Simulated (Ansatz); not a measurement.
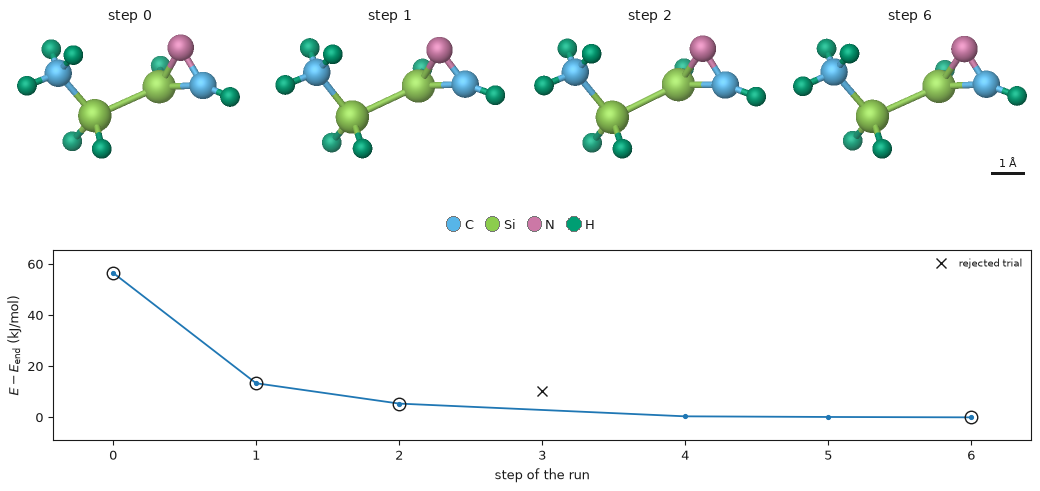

Frames of a relaxation of C₂H₇NSi₂ (coarse preliminary run), marked on the history of the run. The picture is a ball-and-stick view, seen at a tilt.

The start comes from a force field.

All numbers below come from Ansatz 0.2.0, RKS PBE-D4/def2-SVP.

The input:
```yaml
crystal:
  periodic: [false, false, false]
  atoms:
    - {symbol: C, position_ang: [-1.426600, -0.214200, 1.244800]}
    - {symbol: Si, position_ang: [0.357000, -0.144800, 1.054100]}
    - {symbol: Si, position_ang: [0.940300, -0.491900, -1.110900]}
    - {symbol: C, position_ang: [1.245600, 0.915800, -2.115000]}
    - {symbol: N, position_ang: [-0.028200, 0.522000, -2.237000]}
    - {symbol: H, position_ang: [-1.769600, 0.008100, 2.273400]}
    - {symbol: H, position_ang: [-1.868000, -1.127600, 0.921900]}
    - {symbol: H, position_ang: [-1.909600, 0.631400, 0.626000]}
    - {symbol: H, position_ang: [0.962200, -1.170900, 1.973600]}
    - {symbol: H, position_ang: [0.899600, 1.159600, 1.569200]}
    - {symbol: H, position_ang: [0.897600, -1.869000, -1.637300]}
    - {symbol: H, position_ang: [1.776700, 1.726300, -2.528600]}
basis:
  gaussian: {orbitals: def2-SVP}
hamiltonian: {xc: pbe, dispersion: d4}
relax: {f_tol: 0.03, max_steps: 200}
```

Run as
```bash
ansatz run in.yaml --threads 4 --pin off --events-out ev --progress --plain --max-ram 10444MiB
```

Q: Describe the path.

A: Over 5 accepted moves (6 points after the start) the energy falls by 56.5 kJ/mol. The largest force component goes from 3.4 to 0.021 eV/Å. The line search rejected the trial step at point 3 of the run. H12 moves most after the best rigid fit: 0.23 Å. Largest moves by element: H 0.23 Å, N 0.17 Å, C 0.15 Å, Si 0.08 Å. Among the contacts that change: C1–Si2 1.795 → 1.894 Å, Si3–N5 1.798 → 1.886 Å, Si3–C4 1.756 → 1.828 Å, Si2–Si3 2.269 → 2.334 Å. Bond angles that change, for instance: C4–Si3–H11 123.3° → 117.4°, N5–Si3–H11 106.7° → 112.4°, H6–C1–H8 102.8° → 108.5°. From step 0 to 1: N5 moves most (0.20 Å), energy −43.2 kJ/mol. From step 1 to 2: N5 moves most (0.11 Å), energy −7.96 kJ/mol. From step 2 to 6: H8 moves most (0.07 Å), energy −5.38 kJ/mol.

```csv
step,"E − E(0), kJ/mol","largest force component, eV/Å",note
0,0.00,3.3794,
1,-43.19,2.2343,
2,-51.16,1.9146,
3,-46.31,2.6583,rejected
4,-56.14,0.1771,
5,-56.39,0.1492,
6,-56.54,0.0214,
```
